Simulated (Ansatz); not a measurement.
# CH4ClFOSi (SMILES C[Si](O)(F)Cl): B3LYP/6-31G(d) (Cartesian functions)

Aim: the vertical ionisation energy of CH4ClFOSi at B3LYP/6-31G* (Cartesian functions), from 2 runs. 

Program for the calculation: Ansatz 0.2.0.

118 further runs of the same task are left out: 118 set aside as unsound or not needed.

## Step 1: The structure to begin with

CH4ClFOSi: 9 atoms, total charge 0, spin state singlet. As SMILES, `C[Si](O)(F)Cl`. Geometry: relaxed at PBE0-D4/def2-TZVP. This is one conformer, not always the lowest.

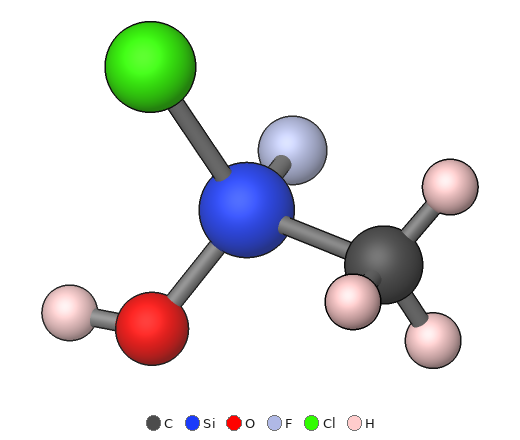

Viewed from a chosen angle; carbon dark grey, silicon blue, oxygen red, fluorine light blue, chlorine green, hydrogen pink.

## Step 2: The energy at B3LYP/6-31G(d) (Cartesian functions)

Contents of molecule.yaml:

```yaml
crystal:
  periodic: [false, false, false]
  atoms:
    - {symbol: C, position_ang: [-1.142400, -0.178600, 0.512200]}
    - {symbol: Si, position_ang: [0.561300, 0.218400, -0.038000]}
    - {symbol: O, position_ang: [1.048100, -0.886600, -1.122500]}
    - {symbol: F, position_ang: [1.553300, 0.230300, 1.206200]}
    - {symbol: Cl, position_ang: [0.689400, 2.097500, -0.845100]}
    - {symbol: H, position_ang: [-1.833600, -0.141900, -0.331500]}
    - {symbol: H, position_ang: [-1.476300, 0.534700, 1.267700]}
    - {symbol: H, position_ang: [-1.171800, -1.182300, 0.942400]}
    - {symbol: H, position_ang: [1.860700, -0.738000, -1.608600]}
basis:
  gaussian:
    orbitals: "6-31G*"
hamiltonian:
  xc: {name: B3LYP}
accuracy: high
output:
  orbitals: {seedname: orbitals}
```

Command:

```
$ ansatz run molecule.yaml --threads 1 --pin off --max-ram 3480MiB --events-out events.jsonl --progress --plain --runs-dir runs
```

The log of the run:

```text
Warning: RAYON_NUM_THREADS=1 ignored (pool sized by the plan → 1); use --threads N
Functional definition: B3LYP
  name "B3LYP"
  parameter a0 = 0.2
  parameter ax = 0.72
  parameter ac = 0.81
  exchange = (1 - a0 - ax)*slater_x + ax*b88_x + a0*exact_x
  correlation = (1 - ac)*vwn_rpa_c + ac*lyp_c
1976 factors; integrals over basis functions are off by at most 3.8e-9 eV
mean field evaluation 1: about -26262.6085 eV, gradient 6.8e1 eV
mean field evaluation 2: about -26254.3947 eV, gradient 9.5e1 eV
mean field evaluation 4: about -26270.9748 eV, gradient 2.7e0 eV
mean field evaluation 8: about -26271.1099 eV, gradient 2.3e-1 eV
mean field evaluation 16: about -26271.1101 eV, gradient 2.7e-5 eV
mean field -26271.11006490 eV, -965.4454876872 hartree, gradient 8.4e-8 eV, S^2 0.000000; 0 other end points of the search recorded, 0 dependent functions left out
reference -26271.11010324 eV, -965.4454890961 hartree; 29, 29 occupied and 62, 62 virtual orbitals, 1976 factors
Total energy: -26271.11010324 eV, -965.4454890961 hartree
```

Wall time 9.3 s (1 thread of Arm Neoverse V2, shared host); peak memory 0.33 GiB.

## Step 3: The doublet cation, same level

Contents of job.yaml:

```yaml
crystal:
  periodic: [false, false, false]
  atoms:
    - symbol: C
      position_ang: [-1.142400, -0.178600, 0.512200]
    - symbol: Si
      position_ang: [0.561300, 0.218400, -0.038000]
    - symbol: O
      position_ang: [1.048100, -0.886600, -1.122500]
    - symbol: F
      position_ang: [1.553300, 0.230300, 1.206200]
    - symbol: Cl
      position_ang: [0.689400, 2.097500, -0.845100]
    - symbol: H
      position_ang: [-1.833600, -0.141900, -0.331500]
    - symbol: H
      position_ang: [-1.476300, 0.534700, 1.267700]
    - symbol: H
      position_ang: [-1.171800, -1.182300, 0.942400]
    - symbol: H
      position_ang: [1.860700, -0.738000, -1.608600]
basis:
  gaussian:
    orbitals: "6-31G*"
total_charge: 1
magnetization:
  spin_polarized: true
  initial_magnetization: 1
hamiltonian:
  xc: {name: B3LYP}
accuracy: high
output: {orbitals: {seedname: orbitals}}
```

Command:

```
$ ansatz run job.yaml --threads 1 --pin off --max-ram 3480MiB --events-out events.jsonl --progress --plain --runs-dir runs
```

The log of the run (excerpt; [...] marks lines left out):

```text
Warning: RAYON_NUM_THREADS=1 ignored (pool sized by the plan → 1); use --threads N
[... 7 set-up lines as earlier in the session ...]
1973 factors; integrals over basis functions are off by at most 3.7e-9 eV
mean field evaluation 1: about -26242.1571 eV, gradient 6.8e1 eV
mean field evaluation 2: about -26193.3448 eV, gradient 1.2e2 eV
mean field evaluation 4: about -26259.0245 eV, gradient 1.0e1 eV
mean field evaluation 8: about -26259.5846 eV, gradient 7.1e-1 eV
mean field evaluation 16: about -26259.7378 eV, gradient 3.5e-1 eV
mean field evaluation 32: about -26259.7404 eV, gradient 4.6e-5 eV
mean field evaluation 64: about -26259.6598 eV, gradient 3.7e0 eV
mean field -26259.74036616 eV, -965.0276589651 hartree, gradient 9.2e-8 eV, S^2 0.754454; 7 other end points of the search recorded, 0 dependent functions left out
reference -26259.74040403 eV, -965.0276603568 hartree; 29, 28 occupied and 62, 63 virtual orbitals, 1973 factors
Total energy: -26259.74040403 eV, -965.0276603568 hartree
```

It took 47 s on 1 thread of Arm Neoverse V2, shared host; peak memory 0.49 GiB.

## Step 4: Results

At B3LYP/6-31G* (Cartesian functions):

| quantity | value |
| --- | --- |
| singlet CH4ClFOSi: total energy | -965.44549 Eh |
| singlet CH4ClFOSi: HOMO energy | -8.83 eV |
| singlet CH4ClFOSi: LUMO energy | 0.98 eV |
| singlet CH4ClFOSi: HOMO–LUMO gap | 9.81 eV |
| doublet cation: total energy | -965.02766 Eh |
| doublet cation: HOMO energy (highest over α and β) | -15.27 eV |
| doublet cation: LUMO energy (lowest over α and β) | -13.82 eV |
| doublet cation: ⟨S²⟩ | 0.754 |
| vertical ionisation energy (to the doublet cation) | 11.370 eV |

**Reading.** The vertical ionisation energy comes to 11.37 eV (262 kcal/mol). −ε(HOMO) before ionisation, 8.83 eV, is 2.54 eV below this ionisation energy.
